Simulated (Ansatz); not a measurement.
# CdSiSb2 (II-IV-V2 ordering on zincblende lattice): maximally localised Wannier functions, part 2 of 3

Aim: build maximally localised Wannier functions for CdSiSb2 (II-IV-V2 ordering on zincblende lattice) from several sets of trial orbitals, and check spreads and centres. Plan: PBE, anion s p, 4×4×4; PBE, anion s p, 4×4×2; PBE, anion s p, 6×6×4; PBE, anion p, 4×4×4; PBE, all s p, disentangled, 4×4×4; PBE, metal d and anion p, 4×4×4; PBE, metal d, 4×4×4; r2SCAN, anion s p, 4×4×4; r2SCAN, metal d, 4×4×4 (level, trial orbitals, Wannier mesh).

Ansatz 0.2.0; plane waves, PAW; no spin-orbit coupling unless a run is so named. The steps go on from the part before.

### Step 6. PBE, all s p, disentangled, 4×4×4

input.yaml reads:

```yaml
crystal:
  lattice:
    - [4.3462136376, 0.0, 0.0]
    - [0.0, 4.3462136376, 0.0]
    - [0.0, 0.0, 6.4620353499]
  atoms:
    - { symbol: Cd, position: [0.0, 0.0, 0.0] }
    - { symbol: Sb, position: [0.0, 0.5, 0.2671719476] }
    - { symbol: Si, position: [0.5, 0.5, 0.5] }
    - { symbol: Sb, position: [0.5, 0.0, 0.7328280524] }
kpoints:
  mp_grid: { grid: [4, 4, 4] }
  band_path:
    path:
      - [[0.0, 0.0, 0.0], [0.0, 0.5, 0.0], [0.5, 0.5, 1.014843105085e-32], [0.0, 0.0, 0.0], [4.754158554046e-49, 0.0, 0.5], [4.754158554046e-49, 0.5, 0.5], [0.5, 0.5, 0.5], [4.754158554046e-49, 0.0, 0.5]]
      - [[0.0, 0.5, 0.0], [4.754158554046e-49, 0.5, 0.5]]
      - [[0.5, 0.5, 1.014843105085e-32], [0.5, 0.5, 0.5]]
    npoints: 10
hamiltonian:
  xc: pbe
scf:
  occupations: { method: fermi_dirac, width: 0.02 }
  n_extra_bands: 16
output:
  forces: false
  stress: false
  eigenvalues: true
  wannier:
    kmesh: [4, 4, 4]
    projections:
      - { species: Sb, l: s, shell: 5 }
      - { species: Sb, l: p, shell: 5 }
      - { species: Si, l: s, shell: 3 }
      - { species: Si, l: p, shell: 3 }
      - { species: Cd, l: s, shell: 5 }
      - { species: Cd, l: p, shell: 5 }
    minimise: true
    write_hr: true
    conv_tol: 1.0e-08
    max_iter: 3000
    disentanglement: { window: [-17.94, 24.06], frozen_window: [0.06, 9.56] }
```

On the command line:

```
$ ansatz run input.yaml --threads 4 --pin off --max-ram 3686MiB --backend cpu --events-out ev --progress --plain --runs-dir out
```

Output:

```text
Warning: RAYON_NUM_THREADS=4 ignored (pool sized by the plan → 4); use --threads N
Cd: the file doesn't list 5p, so it is added from the neutral free atom; the dataset's partial waves leave at most 1.3e-2 of an orbital's norm unspanned inside its sphere
scf.n_extra_bands = 16 over 27 filled bands (N_el = 54.0): the run solves 43 bands
Engine: ansatz 0.2.0, x86_64-unknown-linux-gnu
Pseudopotentials: kind: paw
Pseudopotential: Cd, paw, valence charge 20, recommended cutoff 420 eV (normal), Cd.paw.azcp
Pseudopotential: Sb, paw, valence charge 15, recommended cutoff 420 eV (normal), Sb.paw.azcp
Pseudopotential: Si, paw, valence charge 4, recommended cutoff 420 eV (normal), Si.paw.azcp
Functional definition: PBE
  parameter kappa = 0.804
  parameter beta = 0.06672455060314922
  exchange = pbe_x(kappa = kappa, mu = beta*pi^2/3)
  correlation = pbe_c(beta = beta)
Crystal: 4 atoms, lattice volume = 122.065 Å³
Basis set: ecut = 420 eV, 2381 PW (Γ)
Bands: 43, of which v1, the nominal top of the filled ones, is band 27 counted from 1 (26 counted from 0)
Symmetry: 8 space group operations
Space group: P-4m2 (ITA 115), of the structure as read, at distance tolerance 5.0e-5 Å
k-points: 18 of 64 (time reversal used)
Non-local potential: Cd, projectors of the file, l = 0: 3, l = 1: 2, l = 2: 2, l = 3: 1
Non-local potential: Sb, projectors of the file, l = 0: 2, l = 1: 2, l = 2: 2, l = 3: 2
Non-local potential: Si, projectors of the file, l = 0: 2, l = 1: 2, l = 2: 2
PAW form: soft (Blöchl's): semilocal exchange-correlation on the pseudo side does not see the compensation charge
PAW one-centre angular grid: Cd, 590 points (default); XC on 64 Gauss nodes
PAW one-centre angular grid: Sb, 590 points (default); XC on 64 Gauss nodes
PAW one-centre angular grid: Si, 110 points (default); XC on 64 Gauss nodes
Initial density: superposition of atomic densities (neutral atoms: chi_scale 0, normalization atom), corrected by the library's trained network
Initial wavefunctions: pseudopotential atomic-orbital guess
Functional: x = pbe(κ = 0.804, μ = 0.2195149727645171), c = pbe(β = 0.06672455060314922)
SCF iter   1: F=—  HF=-21858.674386 eV  |F-HF|=—  |Δ(HF+E_count)|=         —  Δρ=1.82e-3  dr2=9.11e-3  ethr=1.77e-3  ⟨swp⟩=7.2  Hψ=3762  notcnv=0  defer=84
preconditioner: auto → LDOS  [metal: Δε(μ)=0.054 eV  Ē_g=12.843 eV  σ=0.020 eV  W_gap=0.50  n_scr=28 (ndim 8)  ℏωp=17.1 eV  f_vac=0.080  D(μ)=2.49/eV (n_scr^D=14)  β→1.0]
SCF iter   2: F=—  HF=-21858.674465 eV  |F-HF|=—  |Δ(HF+E_count)|=   7.83e-5  Δρ=9.71e-4  dr2=1.49e-3  ethr=1.69e-5  ⟨swp⟩=2.2  Hψ=1457  notcnv=0  defer=176
SCF iter   3: F=—  HF=-21858.674349 eV  |F-HF|=—  |Δ(HF+E_count)|=   1.16e-4  Δρ=5.57e-4  dr2=6.87e-4  ethr=2.77e-6  ⟨swp⟩=2.0  Hψ=1122  notcnv=0  defer=176
SCF iter   4: F=—  HF=-21858.674210 eV  |F-HF|=—  |Δ(HF+E_count)|=   1.39e-4  Δρ=1.97e-4  dr2=1.17e-4  ethr=1.27e-6  ⟨swp⟩=2.5  Hψ=1013  notcnv=0  defer=176
SCF iter   5: F=—  HF=-21858.674185 eV  |F-HF|=—  |Δ(HF+E_count)|=   2.51e-5  Δρ=7.18e-5  dr2=6.49e-6  ethr=2.17e-7  ⟨swp⟩=2.0  Hψ=982  notcnv=0  defer=176
SCF iter   6: F=—  HF=-21858.674145 eV  |F-HF|=—  |Δ(HF+E_count)|=   4.02e-5  Δρ=9.32e-6  dr2=8.07e-8  ethr=1.85e-10  ⟨swp⟩=11.3  Hψ=4462  notcnv=0
SCF iter   7: F=-21858.674145 eV  HF=-21858.674145 eV  |F-HF|=1.17e-9  |Δ(HF+E_count)|=   5.87e-8  Δρ=2.26e-6  dr2=6.65e-9  ethr=1.49e-10  ⟨swp⟩=1.0  Hψ=1860  notcnv=0
SCF 1 converged in 7 iterations: F = -21858.674145 eV  dr2 = 6.65e-9
NSCF: frozen V_eff on 93 k-points
NSCF: frozen V_eff on 21 k-points
the Wannier pass solved 21 of the 64 points of its mesh, and has the states at the others by symmetry: states obtained by the crystal's operations at points that were solved too leave a residual of 3.87e-13 eV (read by the count's bands and the next), within 8.33e-6 eV
NSCF: frozen V_eff on 21 k-points
the Wannier pass solved 21 of the 64 points of its mesh, and has the states at the others by symmetry: states obtained by the crystal's operations at points that were solved too leave a residual of 4.31e-13 eV (read by the count's bands and the next), within 8.33e-6 eV
NSCF: frozen V_eff on 21 k-points
the Wannier pass solved 21 of the 64 points of its mesh, and has the states at the others by symmetry: states obtained by the crystal's operations at points that were solved too leave a residual of 4.32e-13 eV (read by the count's bands and the next), within 8.33e-6 eV
SCF converged after 7 iterations
Free energy (F): -21858.674145 eV
Harris-Foulkes:  -21858.674145 eV  (|F-HF|=1.17e-9)
Internal energy: -21858.670379 eV  (E = F + TS)
E sigma→0 (E₀):  -21858.672262 eV
Entropy (-TS):   -0.003766 eV (-0.941 meV/atom)
Fermi energy:    7.911788 eV
--- Per-component energies (eV) ---
  E_band       = -907.335654
  E_kinetic    = 958.533655
  E_local      = -8087.971974  (includes V_loc(G=0)·N_el)
  E_nonlocal   = 784.089055
  E_hartree    = 3715.996978
  E_xc         = -508.177299
  E_vxc        = -460.119532  (∫ρ·V_xc dr)
  E_paw        = -13747.723976  (= ΣΔE_a)
  E_vpaw       = -1533.865678  (= ΣTr[D̂ρ^β])
  E_aug_tail   = 0.000017  (compensation charges beyond the density's cutoff)
  E_ewald      = -4973.416837
  E_smearing   = -0.003766  (= −TS)
  E_closure    = -0.000000  (closes the sum)
  Σ components = -21858.674145   (vs F -21858.674145, Δ=0.00e0)
--- Band table (eV; the first three rows and the last of 18) ---
  k-point 0: bands = ["-94.8922", "-55.9553", "-55.9553", "-55.9258", "-21.0471", "-21.0471", "-21.0457", "-21.0456", "-20.9642", "-20.9621", "-20.9545", "-20.9545", "-20.9331", "-20.9313", "-3.6968", "-1.9621", "-0.9235", "-0.9235", "-0.8136", "-0.7627", "-0.4208", "1.2747", "4.8647", "4.8647", "7.2322", "7.4477", "8.0573", "8.0573", "8.2632", "9.8672", "10.4210", "10.4210", "11.3305", "13.7275", "15.4504", "15.6089", "15.7466", "15.7466", "16.4282", "17.5089", "17.9113", "17.9113", "18.3559"]
  k-point 1: bands = ["-94.8922", "-55.9553", "-55.9553", "-55.9258", "-21.0471", "-21.0471", "-21.0457", "-21.0456", "-20.9640", "-20.9623", "-20.9546", "-20.9546", "-20.9329", "-20.9316", "-3.6058", "-2.0623", "-0.9260", "-0.9260", "-0.8306", "-0.7878", "-0.7627", "2.0938", "4.9846", "4.9846", "5.6850", "7.5482", "7.5482", "8.2199", "8.3680", "10.5994", "11.2328", "11.2328", "11.2543", "14.0205", "14.5265", "14.9785", "14.9785", "15.4694", "15.9100", "17.6507", "17.6507", "17.9476", "18.4390"]
  k-point 2: bands = ["-94.8922", "-55.9553", "-55.9553", "-55.9258", "-21.0470", "-21.0470", "-21.0457", "-21.0456", "-20.9637", "-20.9626", "-20.9546", "-20.9546", "-20.9323", "-20.9322", "-3.4937", "-2.2051", "-1.0379", "-0.9285", "-0.9285", "-0.8088", "-0.7627", "3.1903", "4.3990", "5.1321", "5.1321", "7.1292", "7.1292", "8.2681", "8.5329", "11.1858", "11.6343", "12.2450", "12.2450", "13.3924", "13.9200", "13.9200", "14.2805", "15.4891", "16.0488", "17.0685", "18.1738", "18.1738", "18.5828"]
  k-point 17: bands = ["-94.8922", "-55.9555", "-55.9555", "-55.9257", "-21.0517", "-21.0459", "-21.0405", "-21.0405", "-20.9651", "-20.9651", "-20.9564", "-20.9544", "-20.9278", "-20.9278", "-1.9710", "-1.9710", "-0.8726", "-0.8191", "-0.7704", "-0.4444", "-0.1783", "-0.1783", "3.6680", "3.9568", "4.7254", "4.7254", "4.9665", "10.2495", "11.1003", "11.1003", "11.7632", "12.1162", "12.1162", "12.3313", "12.7718", "15.5692", "16.6096", "16.6096", "17.1979", "18.9986", "20.0482", "20.3317", "20.5706"]
Wannier search: line search 1 of at most 3000: gauge-dependent spread (as the search counts it) 10.8821003 Å², largest recent change 8.6e0 Å² and fall left 1.1e-1 Å² against conv_tol 1.0e-8 Å², 0 stops escaped
```

Run time: 18 s. Hardware: 4 threads of Intel Xeon Platinum 8488C (Sapphire Rapids), shared host; peak memory 0.62 GiB.

The windows are typed on the program's own energy scale, on which the last band filled by count tops at 8.06 eV (the bands overlap, so it is not filled everywhere).

The head of wannier.spreads.toml:

```toml
omega_i_ang2 = 27.950854586419723
omega_d_ang2 = 0.0729221427795053
omega_od_ang2 = 4.079116371807471
omega_total_ang2 = 32.1028931010067
least_projectability = 0.0072762469362692575
b_vectors_match_mmn = true
n_iter = 35
converged = true
rejected_fitted_steps = 1
dis_converged = true
dis_n_iter = 1464
dis_n_moved = 0
dis_level_miss = 0.016160134565402568
```

The functions (centres in Å, on-site energies from the highest level of the last filled band):

```tsv
n	x	y	z	spread (Å²)	on-site (eV)	nearest atoms	distance (Å)
1	-0.622	2.173	1.337	2.033	-1.895	Sb2	0.73
2	2.173	-0.622	5.125	2.033	-1.895	Sb4	0.73
3	0.000	2.686	2.090	2.434	-2.242	Sb2	0.63
4	0.622	2.173	1.337	2.033	-1.895	Sb2	0.73
5	0.000	1.661	2.090	2.434	-2.242	Sb2	0.63
6	1.661	0.000	4.372	2.434	-2.242	Sb4	0.63
7	2.686	0.000	4.372	2.434	-2.242	Sb4	0.63
8	2.173	0.622	5.125	2.033	-1.895	Sb4	0.73
9	2.749	2.173	3.662	1.764	-1.367	Si3	0.72
10	2.173	1.597	2.800	1.764	-1.367	Si3	0.72
11	1.597	2.173	3.662	1.764	-1.367	Si3	0.72
12	2.173	2.749	2.800	1.764	-1.367	Si3	0.72
13	0.688	0.000	0.222	1.795	-2.413	Cd1	0.72
14	0.000	0.688	-0.222	1.795	-2.413	Cd1	0.72
15	-0.688	0.000	0.222	1.795	-2.413	Cd1	0.72
16	0.000	-0.688	-0.222	1.795	-2.413	Cd1	0.72
```

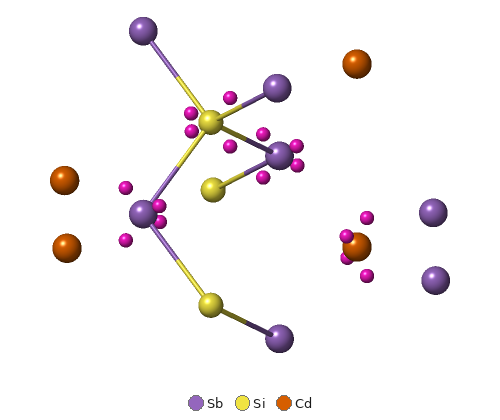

The centres of one cell as small magenta balls, with the atoms within 3.1 Å of them; no cell is drawn.

The least projectability is 0.01: some state is hardly reached by the trial orbitals.

### Step 7. PBE, metal d and anion p, 4×4×4

Edit input.yaml of step 6 so:

```diff
@@ -22,3 +22,3 @@
   occupations: { method: fermi_dirac, width: 0.02 }
-  n_extra_bands: 16
+  n_extra_bands: 6
 output:
@@ -29,9 +29,3 @@
     kmesh: [4, 4, 4]
-    projections:
-      - { species: Sb, l: s, shell: 5 }
-      - { species: Sb, l: p, shell: 5 }
-      - { species: Si, l: s, shell: 3 }
-      - { species: Si, l: p, shell: 3 }
-      - { species: Cd, l: s, shell: 5 }
-      - { species: Cd, l: p, shell: 5 }
+    projections: [{ species: Cd, l: d, shell: 4 }, { species: Sb, l: p, shell: 5 }]
     minimise: true
@@ -40,2 +34 @@
     max_iter: 3000
-    disentanglement: { window: [-17.94, 24.06], frozen_window: [0.06, 9.56] }
```

On the command line:

```
$ ansatz run input.yaml --threads 4 --pin off --max-ram 3686MiB --backend cpu --events-out ev --progress --plain --runs-dir out
```

Output:

```text
Warning: RAYON_NUM_THREADS=4 ignored (pool sized by the plan → 4); use --threads N
scf.n_extra_bands = 6 over 27 filled bands (N_el = 54.0): the run solves 33 bands
[... 10 set-up lines as earlier in the session ...]
Crystal: 4 atoms, lattice volume = 122.065 Å³
Basis set: ecut = 420 eV, 2381 PW (Γ)
Bands: 33, of which v1, the nominal top of the filled ones, is band 27 counted from 1 (26 counted from 0)
[... 2 set-up lines as earlier in the session ...]
k-points: 18 of 64 (time reversal used)
[... 10 set-up lines as earlier in the session ...]
SCF iter   1: F=—  HF=-21858.674333 eV  |F-HF|=—  |Δ(HF+E_count)|=         —  Δρ=1.81e-3  dr2=9.55e-3  ethr=1.77e-3  ⟨swp⟩=7.6  Hψ=2638  notcnv=0
preconditioner: auto → LDOS  [metal: Δε(μ)=0.054 eV  Ē_g=9.376 eV  σ=0.020 eV  W_gap=0.50  n_scr=28 (ndim 8)  ℏωp=17.1 eV  f_vac=0.080  D(μ)=2.49/eV (n_scr^D=14)  β→1.0]
SCF iter   2: F=—  HF=-21858.674415 eV  |F-HF|=—  |Δ(HF+E_count)|=   8.17e-5  Δρ=9.44e-4  dr2=1.44e-3  ethr=1.77e-5  ⟨swp⟩=2.9  Hψ=1289  notcnv=0  defer=20
SCF iter   3: F=—  HF=-21858.674326 eV  |F-HF|=—  |Δ(HF+E_count)|=   8.90e-5  Δρ=5.44e-4  dr2=6.42e-4  ethr=2.66e-6  ⟨swp⟩=2.0  Hψ=1076  notcnv=0  defer=20
SCF iter   4: F=—  HF=-21858.674191 eV  |F-HF|=—  |Δ(HF+E_count)|=   1.35e-4  Δρ=1.97e-4  dr2=1.15e-4  ethr=1.19e-6  ⟨swp⟩=2.7  Hψ=989  notcnv=0  defer=20
SCF iter   5: F=—  HF=-21858.674168 eV  |F-HF|=—  |Δ(HF+E_count)|=   2.33e-5  Δρ=6.51e-5  dr2=6.45e-6  ethr=2.12e-7  ⟨swp⟩=2.0  Hψ=988  notcnv=0  defer=20
SCF iter   6: F=—  HF=-21858.674145 eV  |F-HF|=—  |Δ(HF+E_count)|=   2.29e-5  Δρ=9.02e-6  dr2=1.14e-7  ethr=1.19e-8  ⟨swp⟩=2.0  Hψ=1042  notcnv=0  defer=20
SCF iter   7: F=-21858.674145 eV  HF=-21858.674145 eV  |F-HF|=1.68e-9  |Δ(HF+E_count)|=   4.64e-8  Δρ=2.31e-6  dr2=5.72e-9  ethr=1.85e-10  ⟨swp⟩=7.5  Hψ=1951  notcnv=0
SCF 1 converged in 7 iterations: F = -21858.674145 eV  dr2 = 5.72e-9
NSCF: frozen V_eff on 93 k-points
NSCF: frozen V_eff on 21 k-points
the Wannier pass solved 21 of the 64 points of its mesh, and has the states at the others by symmetry: states obtained by the crystal's operations at points that were solved too leave a residual of 3.62e-13 eV (read by the count's bands and the next), within 8.33e-6 eV
NSCF: frozen V_eff on 21 k-points
the Wannier pass solved 21 of the 64 points of its mesh, and has the states at the others by symmetry: states obtained by the crystal's operations at points that were solved too leave a residual of 3.11e-13 eV (read by the count's bands and the next), within 8.33e-6 eV
SCF converged after 7 iterations
Free energy (F): -21858.674145 eV
Harris-Foulkes:  -21858.674145 eV  (|F-HF|=1.68e-9)
Internal energy: -21858.670379 eV  (E = F + TS)
E sigma→0 (E₀):  -21858.672262 eV
Entropy (-TS):   -0.003766 eV (-0.941 meV/atom)
Fermi energy:    7.911783 eV
--- Per-component energies (eV) ---
  E_band       = -907.335539
  E_kinetic    = 958.533760
  E_local      = -8087.971409  (includes V_loc(G=0)·N_el)
  E_nonlocal   = 784.088799
  E_hartree    = 3715.996459
  E_xc         = -508.177348
  E_vxc        = -460.119596  (∫ρ·V_xc dr)
  E_paw        = -13747.723820  (= ΣΔE_a)
  E_vpaw       = -1533.865521  (= ΣTr[D̂ρ^β])
  E_aug_tail   = 0.000017  (compensation charges beyond the density's cutoff)
  E_ewald      = -4973.416837
  E_smearing   = -0.003766  (= −TS)
  E_closure    = 0.000000  (closes the sum)
  Σ components = -21858.674145   (vs F -21858.674145, Δ=0.00e0)
--- Band table (eV; the first three rows and the last of 18) ---
  k-point 0: bands = ["-94.8922", "-55.9553", "-55.9553", "-55.9257", "-21.0471", "-21.0471", "-21.0458", "-21.0457", "-20.9642", "-20.9621", "-20.9545", "-20.9545", "-20.9331", "-20.9313", "-3.6968", "-1.9621", "-0.9235", "-0.9235", "-0.8136", "-0.7627", "-0.4208", "1.2747", "4.8647", "4.8647", "7.2322", "7.4477", "8.0573", "8.0573", "8.2632", "9.8672", "10.4210", "10.4210", "11.3305"]
  k-point 1: bands = ["-94.8922", "-55.9553", "-55.9553", "-55.9257", "-21.0471", "-21.0471", "-21.0458", "-21.0457", "-20.9640", "-20.9623", "-20.9546", "-20.9546", "-20.9329", "-20.9316", "-3.6058", "-2.0623", "-0.9260", "-0.9260", "-0.8306", "-0.7878", "-0.7627", "2.0938", "4.9846", "4.9846", "5.6849", "7.5482", "7.5482", "8.2198", "8.3680", "10.5994", "11.2328", "11.2328", "11.2543"]
  k-point 2: bands = ["-94.8922", "-55.9553", "-55.9553", "-55.9257", "-21.0471", "-21.0471", "-21.0457", "-21.0456", "-20.9637", "-20.9626", "-20.9546", "-20.9546", "-20.9323", "-20.9322", "-3.4937", "-2.2051", "-1.0379", "-0.9285", "-0.9285", "-0.8088", "-0.7627", "3.1903", "4.3990", "5.1321", "5.1321", "7.1292", "7.1292", "8.2681", "8.5329", "11.1858", "11.6343", "12.2450", "12.2450"]
  k-point 17: bands = ["-94.8922", "-55.9554", "-55.9554", "-55.9257", "-21.0517", "-21.0459", "-21.0406", "-21.0406", "-20.9651", "-20.9651", "-20.9564", "-20.9545", "-20.9278", "-20.9278", "-1.9710", "-1.9710", "-0.8726", "-0.8191", "-0.7704", "-0.4444", "-0.1783", "-0.1783", "3.6680", "3.9568", "4.7254", "4.7254", "4.9665", "10.2495", "11.1003", "11.1003", "11.7632", "12.1162", "12.1162"]
Wannier search: line search 1 of at most 3000: gauge-dependent spread (as the search counts it) 3.3488574 Å², largest recent change 1.1e0 Å² and fall left 4.8e-3 Å² against conv_tol 1.0e-8 Å², 0 stops escaped
```

Wall time 6.3 s (4 threads of Intel Xeon Platinum 8488C (Sapphire Rapids), shared host); peak memory 0.53 GiB.

wannier.win names the bands that the functions span: combinations of 17-29 (counted from 1; 27 are filled by count, though the bands overlap). Combinations are drawn from entangled bands, so such a model needn't follow any one band.

The head of wannier.spreads.toml:

```toml
omega_i_ang2 = 28.39570459032671
omega_d_ang2 = 0.09198768483882874
omega_od_ang2 = 2.8402461516726585
omega_total_ang2 = 31.327938426838195
least_projectability = 0.5082872864205342
b_vectors_match_mmn = true
n_iter = 40
converged = true
rejected_fitted_steps = 0
```

The functions (centres in Å, on-site energies from the highest level of the last filled band):

```tsv
n	x	y	z	spread (Å²)	on-site (eV)	nearest atoms	distance (Å)
1	0.000	0.000	0.000	0.605	-8.801	Cd1	0.00
2	0.000	0.000	-0.134	1.859	-8.057	Cd1	0.13
3	0.000	0.000	0.134	1.859	-8.057	Cd1	0.13
4	0.000	0.000	0.000	1.933	-8.160	Cd1	0.00
5	0.000	0.000	0.000	0.593	-8.844	Cd1	0.00
6	-0.458	2.173	2.003	4.334	-4.004	Sb2	0.54
7	0.458	2.173	2.003	4.334	-4.004	Sb2	0.54
8	0.000	2.173	1.450	3.571	-2.859	Sb2	0.28
9	2.173	-0.458	4.459	4.334	-4.004	Sb4	0.54
10	2.173	0.000	5.012	3.571	-2.859	Sb4	0.28
11	2.173	0.458	4.459	4.334	-4.004	Sb4	0.54
```

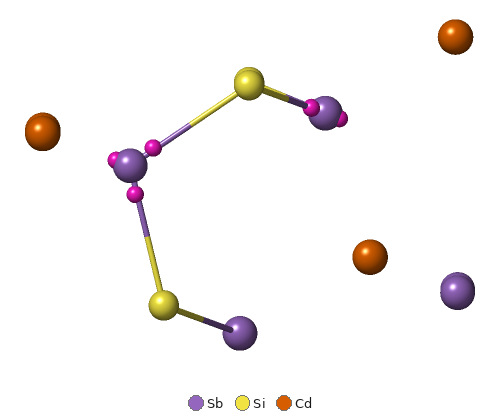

The centres of one cell as small magenta balls, with the atoms within 3.1 Å of them; no cell is drawn.

(Part 2 of 3 ends here.)
